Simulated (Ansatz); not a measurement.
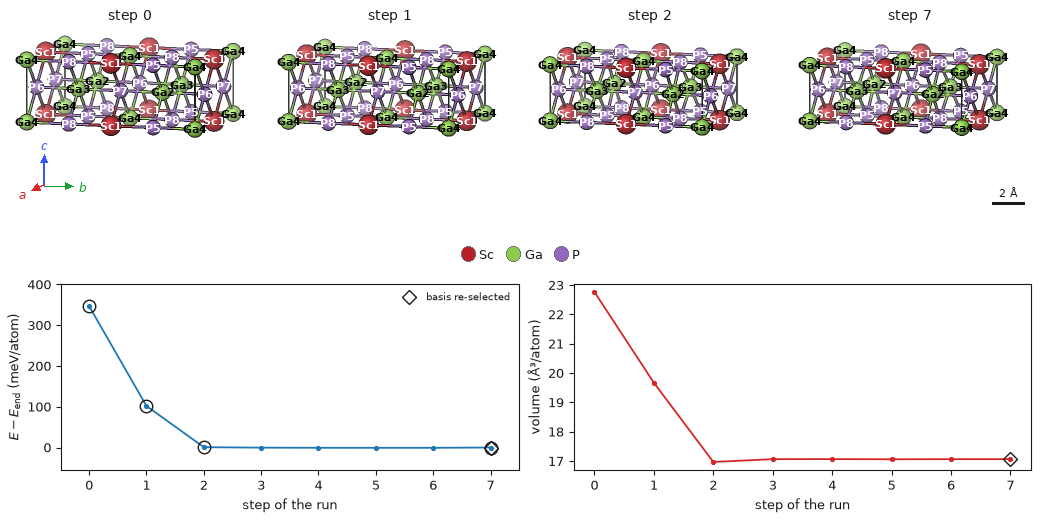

Frames of a relaxation of a crystal of ScGa3P4 (built on the CaCd3O4-65 type type), marked on the history of the run. The picture is a ball-and-stick view of the conventional cell (2 times the calculation's cell), seen slightly off an axis. Lengths and directions refer to the drawn axes.

Computed with Ansatz 0.2.0, DFT, PBEsol, plane waves, PAW. Set-up: plane-wave cutoff 420 eV; k-point mesh 4 × 4 × 6; occupations fermi dirac; smearing width 0.03 eV; no spin polarisation; cell and atoms relaxed; force threshold 0.01 eV/Å; at most 120 steps.

**What happens along the run?**

The energy falls by 347 meV per atom in 6 accepted moves (7 points after the start). The largest force component goes from 0.17 to 0.0013 eV/Å. Pressure: −14.43 GPa at the start and −0.02 GPa at the end. At 1 point the geometry stayed and the basis and grid were re-selected for the new cell (energy shift of 0.7 meV per atom at most each time). The largest moves relative to the cell, 0.10 Å, are those of P5 and P8. P8 goes along −b. Ga and Sc stay in place. The drawn cell changes as follows: a 7.976 → 7.380 Å (−7.5 %), b 11.326 → 10.241 Å (−9.6 %), c 4.032 → 3.613 Å (−10.4 %); the volume changes by −25.0 %. Among the contacts that change: Ga4–P5 2.825 → 2.451 Å, Ga4–P6 2.844 → 2.554 Å, Ga2–P6 2.832 → 2.561 Å, Ga2–P5 2.836 → 2.584 Å. Among the angles between lasting bonds that change: Ga2–P8–Ga3 179.7° → 175.2°, P6–Sc1–P6 91.0° → 87.6°, Sc1–P7–Sc1 91.0° → 87.6°. The space group stays Cmmm (No. 65). From step 0 to 1: volume −13.6 %, energy −245 meV per atom. From step 1 to 2: P atoms move most (0.08 Å), volume −13.7 %, energy −101 meV per atom. From step 2 to 7: P atoms move most (0.02 Å), volume +0.6 %, energy −0.8 meV per atom.

```
step  E − E(0), meV/atom  largest force component, eV/Å  pressure, GPa  volume, Å³/atom                      note
   0                0.00                         0.1653         -14.43           22.765                          
   1             -244.97                         0.4107          -9.85           19.670                          
   2             -346.01                         0.1937           0.54           16.970                          
   3             -347.13                         0.1089          -0.02           17.066                          
   4             -347.50                         0.0234          -0.03           17.069                          
   5             -347.53                         0.0069           0.02           17.062                          
   6             -347.54                         0.0012           0.00           17.067                          
   7             -346.81                         0.0013          -0.02           17.067  same geometry, new basis
```
